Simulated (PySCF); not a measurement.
**doublet [P2]−: levels of theory compared**

Wanted: a comparison of 6 runs (UHF/STO-3G, U-wB97M-V/def2-TZVPPD, UB2PLYP/def2-TZVPPD, UB3LYP/def2-TZVPPD, UPBE0/def2-TZVPPD, UCCSD(T)/def2-TZVPPD) of doublet [P2]−. Input form: a Python script.

The calculation is run with PySCF 2.14.0.

3 further runs of the same task are left out: 3 set aside as unsound or not needed.

## Step 1: The system as given

[P2]−: 2 atoms, total charge -1, spin state doublet. As SMILES of the parent species, `P#P`. The bond length is the one measured for the parent species. That shape belongs to the parent species and isn't relaxed for this state.

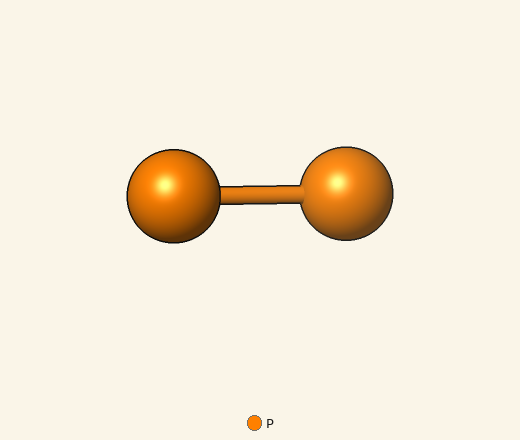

The structure, seen from a chosen angle (phosphorus orange).

## Step 2: The energy at UHF/STO-3G (run 1)

File input.py:

```python
from pyscf import gto, scf

mol = gto.Mole()
mol.atom = [
    ('P', (0.000000, 0.000000, 0.000000)),
    ('P', (0.000000, 0.000000, 1.893400)),
]
mol.basis = 'sto-3g'
mol.max_memory = 1860
mol.charge = -1
mol.spin = 1
mol.verbose = 4
mol.build()

mf = scf.UHF(mol)
mf.conv_tol = 1e-10
mf.kernel()
if not mf.converged:
    mf = mf.newton().run(mf.mo_coeff, mf.mo_occ)

etot = mf.e_tot
print('E = %.10f Eh' % etot)
```

The run is started by

```bash
$ OMP_NUM_THREADS=1 python input.py
```

The program printed:

```text
PySCF version 2.14.0

[INPUT] num. atoms = 2
[INPUT] num. electrons = 31
[INPUT] charge = -1
[INPUT] spin (= nelec alpha-beta = 2S) = 1
[INPUT] symmetry False subgroup None
[INPUT] Mole.unit = angstrom
[INPUT] Symbol           X                Y                Z      unit          X                Y                Z       unit  Magmom
[INPUT]  1 P      0.000000000000   0.000000000000   0.000000000000 AA    0.000000000000   0.000000000000   0.000000000000 Bohr   0.0
[INPUT]  2 P      0.000000000000   0.000000000000   1.893400000000 AA    0.000000000000   0.000000000000   3.578007444251 Bohr   0.0

nuclear repulsion = 62.8841620666526
number of shells = 10
number of NR pGTOs = 54
number of NR cGTOs = 18
basis = sto-3g
ecp = {}

[... 18 lines left out ...]
[... the frontier-level lines of each cycle are left out ...]
[... 28 lines left out ...]
converged SCF energy = -673.52439787971  <S^2> = 0.75090218  2S+1 = 2.000902
E = -673.5243978797 Eh
```

Wall time 0.64 s (1 thread of Arm Neoverse V1, shared host); peak memory 0.099 GiB.

## Step 3: A single-point energy at U-wB97M-V/def2-TZVPPD (run 2)

File input.py:

```python
from pyscf import gto, dft

mol = gto.M(
    atom='''
P      0.000000     0.000000     0.000000
P      0.000000     0.000000     1.893400
''',
    max_memory=1860,
    spin=1,
    charge=-1,
    verbose=4,
    basis='def2-tzvppd',
)

mf = dft.UKS(mol)
mf.xc = 'wb97m-v'
mf.grids.level = 5
mf.nlcgrids.level = 1
mf.conv_tol = 1e-10
mf.kernel()
if not mf.converged:
    mf = mf.newton().run(mf.mo_coeff, mf.mo_occ)

energy = mf.e_tot
print(f'total energy: {energy:.8f} hartree')
```

The run is started by

```bash
$ OMP_NUM_THREADS=1 python input.py
```

The program printed:

```text
PySCF version 2.14.0

[INPUT] num. atoms = 2
[INPUT] num. electrons = 31
[INPUT] charge = -1
[INPUT] spin (= nelec alpha-beta = 2S) = 1
[INPUT] symmetry False subgroup None
[INPUT] Mole.unit = angstrom
[INPUT] Symbol           X                Y                Z      unit          X                Y                Z       unit  Magmom
[INPUT]  1 P      0.000000000000   0.000000000000   0.000000000000 AA    0.000000000000   0.000000000000   0.000000000000 Bohr   0.0
[INPUT]  2 P      0.000000000000   0.000000000000   1.893400000000 AA    0.000000000000   0.000000000000   3.578007444251 Bohr   0.0

nuclear repulsion = 62.8841620666526
number of shells = 32
number of NR pGTOs = 138
number of NR cGTOs = 96
basis = def2-tzvppd
ecp = {}

[... 42 lines left out ...]
[... the frontier-level lines of each cycle are left out ...]
[... 3 lines left out ...]
[... 42 lines left out ...]
converged SCF energy = -682.686773834521  <S^2> = 0.75419  2S+1 = 2.0041856
total energy: -682.68677383 hartree
```

Run time: 40 s. Hardware: 1 thread of Arm Neoverse V1, shared host; peak memory 0.51 GiB.

Runs 3 to 5 aren't shown in full; the table further down has their settings and results.

## Step 4: A single-point energy at UCCSD(T)/def2-TZVPPD (run 6)

File calc.py:

```python
from pyscf import gto, scf, cc

mol = gto.Mole()
mol.atom = [
    ('P', (0.000000, 0.000000, 0.000000)),
    ('P', (0.000000, 0.000000, 1.893400)),
]
mol.spin = 1
mol.max_memory = 1860
mol.verbose = 4
mol.basis = 'def2-tzvppd'
mol.charge = -1
mol.build()

mf = scf.UHF(mol)
mf.conv_tol = 1e-10
mf.kernel()
if not mf.converged:
    mf = mf.newton().run(mf.mo_coeff, mf.mo_occ)

mycc = cc.CCSD(mf, frozen=10)
mycc.kernel()
e_t = mycc.ccsd_t()
e_final = mycc.e_tot + e_t
print('Final energy', e_final)
```

The run is started by

```bash
$ OMP_NUM_THREADS=1 python calc.py
```

The program printed:

```text
PySCF version 2.14.0

[INPUT] num. atoms = 2
[INPUT] num. electrons = 31
[INPUT] charge = -1
[INPUT] spin (= nelec alpha-beta = 2S) = 1
[INPUT] symmetry False subgroup None
[INPUT] Mole.unit = angstrom
[INPUT] Symbol           X                Y                Z      unit          X                Y                Z       unit  Magmom
[INPUT]  1 P      0.000000000000   0.000000000000   0.000000000000 AA    0.000000000000   0.000000000000   0.000000000000 Bohr   0.0
[INPUT]  2 P      0.000000000000   0.000000000000   1.893400000000 AA    0.000000000000   0.000000000000   3.578007444251 Bohr   0.0

nuclear repulsion = 62.8841620666526
number of shells = 32
number of NR pGTOs = 138
number of NR cGTOs = 96
basis = def2-tzvppd
ecp = {}

[... 18 lines left out ...]
[... the frontier-level lines of each cycle are left out ...]
[... 48 lines left out ...]
converged SCF energy = -681.485570851284  <S^2> = 0.78279746  2S+1 = 2.0325329
[... 12 lines left out ...]
Init t2, MP2 energy = -0.280267327953855
[... 13 lines left out ...]
UCCSD converged
[... 2 lines left out ...]
Final energy -681.8083570177682
```

Run time: 63 s. Hardware: 1 thread of Arm Neoverse V1, shared host; peak memory 2.6 GiB.

## Step 5: The series

| run | level | integration grid | nlc grid | energy (Eh) | HOMO energy (eV) | LUMO energy (eV) | ⟨S²⟩ | wall time |
| --- | --- | --- | --- | --- | --- | --- | --- | --- |
| 1 | UHF/STO-3G | – | – | -673.524398 | 6.28 | 15.43 | 0.751 | 0.64 s |
| 2 | U-wB97M-V/def2-TZVPPD | 5 | 1 | -682.686774 | -0.17 | 5.23 | 0.754 | 40 s |
| 3 | UB2PLYP/def2-TZVPPD | 5 | – | -682.482830 | 0.73 | 4.49 | 0.763 | 13 s |
| 4 | UB3LYP/def2-TZVPPD | 5 | – | -682.764658 | 1.75 | 3.20 | 0.755 | 12 s |
| 5 | UPBE0/def2-TZVPPD | 5 | – | -682.468622 | 1.49 | 3.32 | 0.757 | 11 s |
| 6 | UCCSD(T)/def2-TZVPPD | – | – | -681.808357 | -0.84 | 6.26 | 0.783 | 63 s |

## Step 6: Summary of results

```
                                                         quantity          value
                                              run 6: total energy  -681.80836 Eh
run 6: HOMO energy (Hartree–Fock orbitals) (highest over α and β)       -0.84 eV
 run 6: LUMO energy (Hartree–Fock orbitals) (lowest over α and β)        6.26 eV
              run 6: correlation energy (10 core orbitals frozen)     -322.8 mEh
                                            run 6: (T) correction     -20.61 mEh
                         run 6: ⟨S²⟩ of the reference determinant          0.783
                                             run 6: T1 diagnostic          0.019
```

In words: Totals of different functionals can't be ranked against each other. In runs 1, 3, 4, 5 the HOMO lies above zero, so the outermost electron may be held by the basis alone. In run 1 the basis is minimal, so the values are rough. All runs together took 2.3 min, the longest 63 s.
